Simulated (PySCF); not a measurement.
H3P, SMILES `P`.

Computed with PySCF, B3LYP/def2-SVPD, geometry: GFN2-xTB. No frequency check shows the geometry to be a minimum. GFN2-xTB bond lengths at metals and heavier atoms can be off by up to 0.1 Å and shapes distorted, which carries into these values.

Cartesian coordinates (Å):

```
P1      -0.0000    0.0000    0.1280
H2      -1.0996    0.3515   -0.6405
H3       0.8545    0.7766   -0.6401
H4       0.2456   -1.1281   -0.6402
```

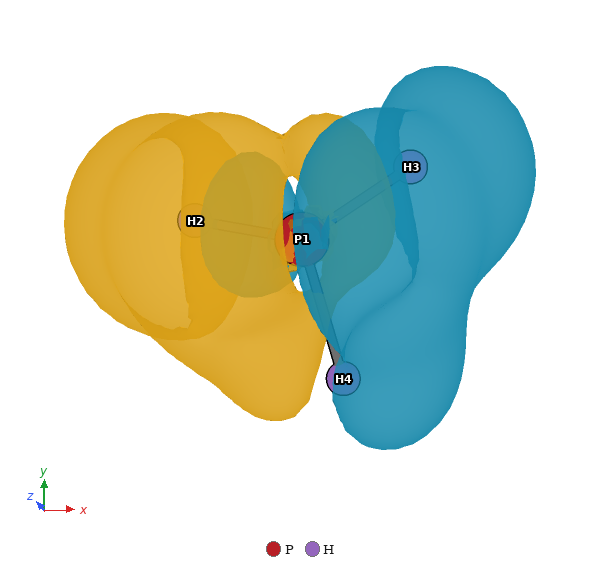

Change of the electron density in a uniform field of 0.21 V/Å, surfaces at ±0.001 e/Å³ (yellow: gain, teal: loss).

### Along which Cartesian direction does the field point?

Along +x: electrons gather on the −x side, against the field.

### What dipole is induced, and what polarisability does it imply?

The induced dipole is 0.29 D (along the field); α along this axis, from the fields in both directions, is 28 bohr³ (4.2 Å³).

### Which atoms gain and lose the most charge?

Electrons gather most on H2 (Hirshfeld charge changes by −0.010 e) and leave H3 most (+0.008 e); 0.030 electrons are displaced in all.
